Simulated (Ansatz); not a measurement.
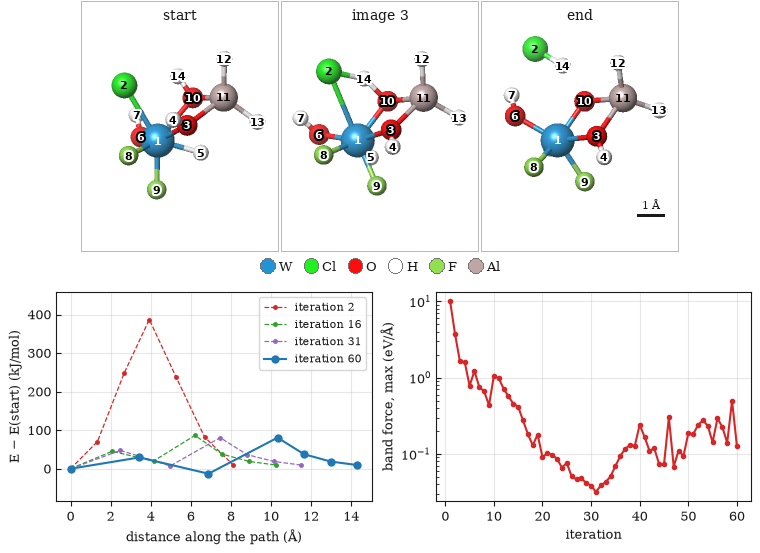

A search for the minimum-energy path of WAlH₆O₃ClF₂ by the nudged elastic band. Images are numbered from 0 (start) to 6 (end). The plot follows the band through its iterations. A ball-and-stick model, seen from a free direction.

The calculation used RKS PBE/def2-SVP (Ansatz). Settings: 5 movable images; climbing image; force threshold 0.03 eV/Å; iteration limit 60; starting path through a guess of the saddle point.

### How did the profile develop, and is the result final?

The result isn't final. The band hadn't converged when the run stopped after 60 iterations. The largest component of the band force went from 10 to 0.13 eV/Å. The barrier read from it is provisional, though the highest image hardly moved in the last two iterations. The first iteration put the highest image at 780.1 kJ/mol. Relative to the start the highest point is image 3 at +80.7 kJ/mol and the end lies at +9.6 kJ/mol, but the profile dips to −12.8 kJ/mol at image 2 on the way, so there may be more than one step; on an unconverged band the side maxima are provisional.
